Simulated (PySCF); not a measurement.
C₃H₉ClGeO

Input file:

```
{"job": {"kind": "uv", "xc": "PBE0", "basis": "def2-SVPD", "nstates": 8, "ntriplets": 3}, "charge": 0, "multiplicity": 1}
Cl     3.942441     0.004630     0.319384
C      2.289829     0.641018     0.427795
C      1.293962    -0.403124    -0.050161
O      0.009439     0.159451     0.061622
C     -1.028704    -0.703502    -0.353207
Ge    -2.638252     0.399407    -0.062696
H      2.097844     0.901744     1.467990
H      2.232367     1.533940    -0.193655
H      1.369237    -1.312518     0.566190
H      1.502246    -0.678733    -1.095769
H     -1.031762    -1.625571     0.243178
H     -0.897678    -0.995524    -1.403690
H     -2.723073     0.778051     1.374220
H     -3.884910    -0.332160    -0.445711
H     -2.537400     1.640880    -0.877403
```

Launched as:

```sh
OMP_NUM_THREADS=1 python probes_run.py task.json out
```

Geometry: GFN2-xTB.

Computed with PBE0/def2-SVPD, SCF density, gas phase in PySCF 2.14.0.

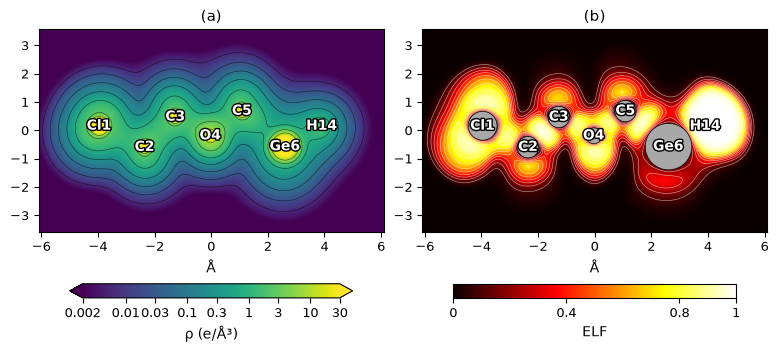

Figure 1. (a) electron density; (b) electron localisation function on the plane of atoms O4, C5 and Ge6. Grey discs cover the atomic cores in the ELF map.

**Interpret the plot.**

- The section cuts through Cl, C, O, Ge and H sites.
- C–O (1.41 Å): ρ at the midpoint is about 2.1 e/Å³, with its minimum of 1.8 e/Å³ about 0.5 Å from C; the ELF peaks at about 0.90 between the atoms (a polar covalent bond).
- C–C (1.52 Å): ρ at the midpoint is about 1.7 e/Å³; the ELF peaks at about 0.95 between the atoms (a covalent bond).
- C–Cl (1.77 Å): ρ is about 1.3 e/Å³ halfway; the ELF peaks at about 0.90 between the atoms; localised, covalent bonding.
- C–Ge (1.97 Å): ρ is about 0.88 e/Å³ halfway; the ELF peaks at about 0.95 in the valence shell of C, 0.7 Å from its nucleus, and is about 0.75 at the midpoint.
- Ge–H (1.50 Å): ρ is about 1.1 e/Å³ halfway; the ELF climbs to about 1 towards the hydrogen.
- The ELF also peaks beside O4 and Cl1, away from the bonds: lone-pair regions.

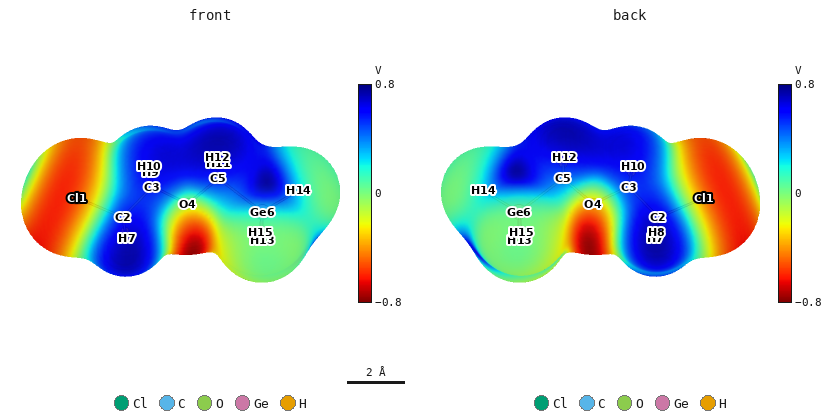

Figure 2. The molecular electrostatic potential painted on the density surface at 0.001 e/bohr³, seen from the front and from behind; the colour scale runs from red (negative) to blue (positive).

**Describe the electrostatic potential map.**

The most negative region (about −0.7 V, or −16 kcal/mol for a unit charge) lies over O4, the most positive (about +0.7 V, or +16 kcal/mol for a unit charge) over the Ge and H atoms.
